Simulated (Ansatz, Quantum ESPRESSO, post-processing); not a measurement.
# Ballistic transmission: vacuum gap of 6.0 Å between two Al(111) faces, part 4 of 4

Wanted: the transmission near the Fermi level and the conductance of this junction: vacuum gap of 6.0 Å between two Al(111) faces.

Quantum ESPRESSO 7.5; plane-wave DFT, PBE, GBRV ultrasoft pseudopotentials; cross-check by Ansatz 0.2.0 with PAW datasets.

So far. Step 2 (SCF with pw.x): The run needed 56 iterations to bring the estimated error under 1e-07 Ry; the largest force on any atom, held or free, is 0.12 eV/Å. Step 3 (Transmission with pwcond.x): At no point does T exceed the number of channels.

### Step 6. The same in Ansatz

A second code with its own PAW datasets, on the same atoms.

Level of this step: plane-wave DFT, PBE, Ansatz PAW (Ansatz 0.2.0).

The input, input.yaml:

```yaml
crystal:
  lattice:
    - [2.856711396, 0.0, 0.0]
    - [1.428355698, 2.4739846402, 0.0]
    - [0.0, 0.0, 45.6524164879]
  atoms:
    - { symbol: Al, position: [0.0, 0.0, 0.0] }
    - { symbol: Al, position: [0.333333333, 0.333333333, 0.0510924781] }
    - { symbol: Al, position: [0.666666667, 0.666666667, 0.1021849561] }
    - { symbol: Al, position: [0.0, 0.0, 0.1532774342] }
    - { symbol: Al, position: [0.333333333, 0.333333333, 0.2043699122] }
    - { symbol: Al, position: [0.666666667, 0.666666667, 0.2554623903] }
    - { symbol: Al, position: [0.0, 0.0, 0.3065548683] }
    - { symbol: Al, position: [0.333333333, 0.333333333, 0.3576473464] }
    - { symbol: Al, position: [0.666666667, 0.666666667, 0.4087398244] }
    - { symbol: Al, position: [0.0, 0.0, 0.5401676975] }
    - { symbol: Al, position: [0.333333333, 0.333333333, 0.5912601756] }
    - { symbol: Al, position: [0.666666667, 0.666666667, 0.6423526536] }
    - { symbol: Al, position: [0.0, 0.0, 0.6934451317] }
    - { symbol: Al, position: [0.333333333, 0.333333333, 0.7445376097] }
    - { symbol: Al, position: [0.666666667, 0.666666667, 0.7956300878] }
    - { symbol: Al, position: [0.0, 0.0, 0.8467225658] }
    - { symbol: Al, position: [0.333333333, 0.333333333, 0.8978150439] }
    - { symbol: Al, position: [0.666666667, 0.666666667, 0.9489075219] }
kpoints:
  mp_grid: { grid: [10, 10, 1] }
hamiltonian:
  xc: pbe
scf:
  occupations: { method: fermi_dirac, width: 0.1 }
  convergence: { dr2_threshold: 1.0e-08 }
output:
  transmission: { leads: [[0, 3]], e_range: [-0.4, 0.4], de: 0.4, kmesh: [10, 10] }
  write_potential: true
  write_density: true
  volumetric_format: npy
```

Started as:

```console
ansatz run input.yaml --threads 2 --pin off --max-ram 4096MiB --backend cpu --events-out ev --progress --plain --runs-dir out
```

Numbers of over 12 decimals in the logs are rounded to 6 here.

The log of the run:

```text
Engine: ansatz 0.2.0, aarch64-unknown-linux-gnu
Pseudopotentials: kind: paw
Pseudopotential: Al, paw, valence charge 3, recommended cutoff 420 eV (normal), Al.paw.azcp
Functional definition: PBE
  parameter kappa = 0.804
  parameter beta = 0.066725
  exchange = pbe_x(kappa = kappa, mu = beta*pi^2/3)
  correlation = pbe_c(beta = beta)
Crystal: 18 atoms, lattice volume = 322.647 Å³
Basis set: ecut = 420 eV, 6345 PW (Γ)
Bands: 45, of which v1, the nominal top of the filled ones, is band 27 counted from 1 (26 counted from 0)
Symmetry: 12 space group operations
Space group: P-3m1 (ITA 164), of the structure as read, at distance tolerance 6.9e-5 Å
k-points: 14 of 100
Non-local potential: Al, projectors of the file, l = 0: 2, l = 1: 2, l = 2: 1
PAW form: soft (Blöchl's): semilocal exchange-correlation on the pseudo side does not see the compensation charge
PAW one-centre angular grid: Al, 110 points (default); XC on 64 Gauss nodes
Initial density: superposition of atomic densities (neutral atoms: chi_scale 0, normalization atom), corrected by the library's trained network
Initial wavefunctions: pseudopotential atomic-orbital guess
Functional: x = pbe(κ = 0.804, μ = 0.219515), c = pbe(β = 0.066725)
SCF iter   1: F=—  HF=-9674.379190 eV  |F-HF|=—  |Δ(HF+E_count)|=         —  Δρ=1.02e-3  dr2=2.38e-1  ethr=1.77e-3  ⟨swp⟩=9.9  Hψ=3653  notcnv=0  defer=15
preconditioner: auto → LDOS  [metal: Δε(μ)=0.010 eV  Ē_g=7.211 eV  σ=0.100 eV  W_gap=0.03  n_scr=28 (ndim 8)  ℏωp=15.2 eV  f_vac=0.038  D(μ)=8.07/eV (n_scr^D=30)  β→1.0]
SCF iter   2: F=—  HF=-9674.379504 eV  |F-HF|=—  |Δ(HF+E_count)|=   3.14e-4  Δρ=2.24e-4  dr2=7.95e-4  ethr=4.40e-4  ⟨swp⟩=1.9  Hψ=784  notcnv=0  defer=23
SCF iter   3: F=—  HF=-9674.379451 eV  |F-HF|=—  |Δ(HF+E_count)|=   5.36e-5  Δρ=6.58e-5  dr2=1.56e-4  ethr=1.47e-6  ⟨swp⟩=2.5  Hψ=1070  notcnv=0  defer=22
SCF iter   4: F=—  HF=-9674.379448 eV  |F-HF|=—  |Δ(HF+E_count)|=   2.51e-6  Δρ=1.52e-5  dr2=6.79e-6  ethr=2.89e-7  ⟨swp⟩=1.3  Hψ=676  notcnv=0  defer=22
SCF iter   5: F=—  HF=-9674.379453 eV  |F-HF|=—  |Δ(HF+E_count)|=   4.92e-6  Δρ=3.90e-6  dr2=1.79e-7  ethr=1.26e-8  ⟨swp⟩=1.9  Hψ=767  notcnv=0  defer=22
SCF iter   6: F=-9674.379453 eV  HF=-9674.379453 eV  |F-HF|=4.47e-9  |Δ(HF+E_count)|=   3.93e-8  Δρ=8.38e-7  dr2=6.89e-9  ethr=1.85e-11  ⟨swp⟩=18.1  Hψ=3420  notcnv=0
SCF 1 converged in 6 iterations: F = -9674.379453 eV  dr2 = 6.89e-9
  greatest PAW one-centre occupation: 0.465 electrons in one spin orbital (limit 2), on the Al atom at site 9 (counted from 0), in its partial waves of l = 0
transmission: 80 of 798 steps passed
transmission: 161 of 798 steps passed
[...]
transmission: 798 of 798 steps passed
SCF converged after 6 iterations
Free energy (F): -9674.379453 eV
Harris-Foulkes:  -9674.379453 eV  (|F-HF|=4.47e-9)
Internal energy: -9674.111624 eV  (E = F + TS)
E sigma→0 (E₀):  -9674.245538 eV
Entropy (-TS):   -0.267830 eV (-14.879 meV/atom)
Fermi energy:    7.086275 eV
--- Per-component energies (eV) ---
  E_band       = 142.838387
  E_kinetic    = 406.510981
  E_local      = -1668.993992  (includes V_loc(G=0)·N_el)
  E_nonlocal   = 186.040498
  E_hartree    = 901.735919
  E_xc         = -713.113000
  E_vxc        = -518.433201  (∫ρ·V_xc dr)
  E_paw        = -8411.902443  (= ΣΔE_a)
  E_vpaw       = -65.758931  (= ΣTr[D̂ρ^β])
  E_aug_tail   = -0.000040  (compensation charges beyond the density's cutoff)
  E_ewald      = -374.389547
  E_smearing   = -0.267830  (= −TS)
  E_closure    = -0.000000  (closes the sum)
  Σ components = -9674.379453   (vs F -9674.379453, Δ=0.00e0)
--- Band table (eV; the first three rows and the last of 14) ---
  k-point 0: bands = [... 23 lower, 6.7154, 7.4090, 8.4536, 9.0031, 10.2752, 10.5710, 12.1668, 12.2406, ... 14 higher]
  k-point 1: bands = [... 23 lower, 6.9341, 7.6269, 8.6637, 9.2149, 10.4702, 10.7724, 12.3249, 12.4194, ... 14 higher]
  k-point 2: bands = [... 23 lower, 7.5633, 8.2422, 9.2010, 9.7396, 10.4571, 10.9271, 10.9665, 11.0456, ... 14 higher]
  k-point 13: bands = [... 23 lower, 5.2415, 5.2830, 5.4220, 5.4323, 5.5869, 5.6441, 5.6452, 5.7962, ... 14 higher]
--- Transmission ---
  basis      : 61 plane waves across, 57 finite elements along
  points     : 14, standing for a mesh of 10 x 10
  energies   : 3 from -0.400000 to 0.400000 eV about the Fermi level, 0.400000 eV apart; the leads are filled to 0.000000 eV, and channels, transmission and decay are at 0.000000 eV
  crystal 0  : Al3, at the sites [0, 3], period 6.9975 Å, over 41.98 Å; its Hamiltonian steps by up to 12.4 meV
    offset         : up to 0.0000 Å between an atom of the period and one for which it stands
    channels       : 1.510000e0 a spin
    conductance    : none, the energies end too early or step too widely for 300 K: set another output.transmission.e_range or a lower de, or, where they end at an eighth of basis.ecutwfc, a higher one
    slowest decay  : 0.0561 /Å at (-0.4000, 0.3000)
  junction   : crystal 0 to crystal 0, -0.47 to 38.19 Å
    transmission   : 1.109558e-2 a spin
    conductance    : none, the energies end too early or step too widely for 300 K: set another output.transmission.e_range or a lower de, or, where they end at an eighth of basis.ecutwfc, a higher one
```

Wall time 31 s (2 threads of Arm Neoverse N1, shared host); peak memory 0.59 GiB; 58 s of CPU time.

This step gave:

```
free energy                                  : -9674.3795 eV
energy at zero smearing                      : -9674.2455 eV
smearing term TS                             : 0.2678 eV
Fermi energy                                 : 7.086 eV
symmetry operations                          : 12
transmission at the Fermi level, one spin    : 0.01110
step of the lead's Hamiltonian over a period : 12.4 meV
```

Per spin; mean over the k mesh across the current. Transmission, zone mean against energy, zero at the Fermi level:

```csv
energy (eV),"transmission, zone mean"
-0.400,0.00883
0.000,0.0111
0.400,0.0161
```

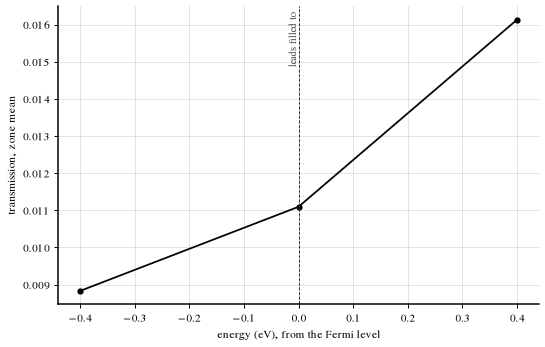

Transmission, zone mean, plotted against energy.

Per spin; mean over the k mesh across the current. Table of open channels, zone mean by energy, zero at the Fermi level:

```csv
energy (eV),"open channels, zone mean"
-0.400,1.39
0.000,1.51
0.400,1.39
```

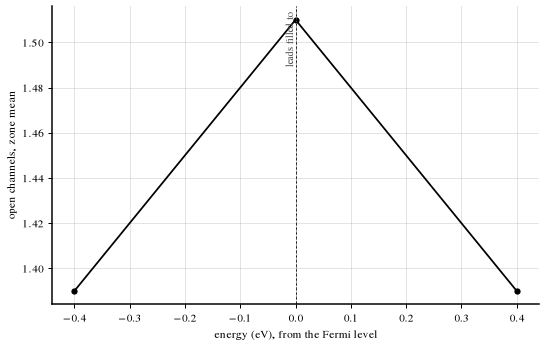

Open channels, zone mean, plotted against energy.

Ansatz finds T = 0.0111 against pwcond's 0.0119.

### Step 7. All levels side by side

All levels:

```
                   step  T at the Fermi level (per spin)  conductance (G0)  r.m.s. T(E) from the first  CPU time of the step (s)  peak memory (GiB)
                 Ansatz                           0.0111                 -                           0                     58.21              0.587
                 pwcond                          0.01187           0.01187                     7.90e-4                     240.4               0.14
pwcond, changed setting                          0.01187           0.01187                     7.90e-4                     269.3               0.14
```

Per spin; mean over the k mesh across the current. The transmission, zone mean by energy, zero at the Fermi level:

| energy (eV) | Ansatz | pwcond | pwcond, changed setting |
| --- | --- | --- | --- |
| -0.400 | 0.00883 | 0.00882 | 0.00882 |
| 0.000 | 0.0111 | 0.0119 | 0.0119 |
| 0.400 | 0.0161 | 0.0173 | 0.0173 |

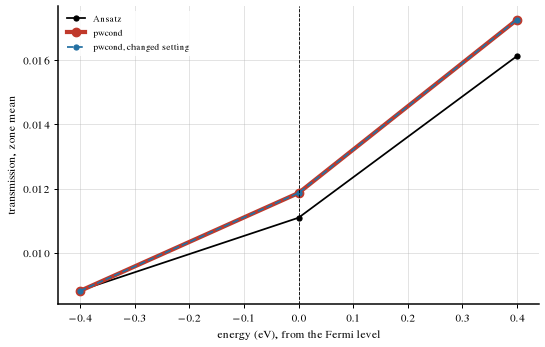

Transmission, zone mean, plotted against energy.

### Step 8. By hand

The Landauer sum over the mesh, Σ w T = 0.0600 × 0.0554 + 0.0600 × 0.0361 + 0.1200 × 0.0159 + … = 0.01187.

G = 0.0119 × 77.48 µS = 0.919 µS a cell. Times the area of 7.067 Å², the resistance-area product is A/G = 76.9 fΩ m², the leads' contact resistance included.

Free electrons at 3 an atom (3 atoms in 49.5 Å³) have k_F = 1.753 1/Å and offer A k_F²/4π = 1.73 channels per spin; the lead has 1.51 on this mesh.

### Step 9. Outcome

```json
{"conductance from T at the Fermi level, a cell (G₀ = 2e²/h)": "0.0119 G₀", "conductance per area": "13.0 S/μm²", "lead channels per spin": "1.51", "the same conductance by Ansatz": "0.0111 G₀"}
```

In words: The junction conducts 0.0119 G₀ a cell at the Fermi level (PBE, GBRV ultrasoft). At the Fermi level the junction passes 0.79 % of what the leads offer, the tunnelling regime. At the Fermi level pwcond and Ansatz differ by 6.9 %. Points with over 2.5 times the mean carry 52 % of T, so the mean leans on few points, and the mesh was not tested. Over -0.4 to 0.4 eV, T lies between 0.0088 and 0.017 per spin. The geometry is as built, not relaxed, and the leads are short. Semilocal functionals lack the image potential in a vacuum gap.

[Logs are printed without paths, hosts, clocks, repeated set-up lines and the standing remarks that a program may print on its own settings, such as how far it seeks lower states.]

[Hosts, paths, dates, database ids (printed as entryN), source tags and the programs' standing remarks are cut or masked in the printed files.]

[Maps of the electrostatic potential energy from Ansatz leave out the sawtooth potential of an applied field or a dipole correction, so their vacuum need not be flat; planar profiles and work functions include it.]
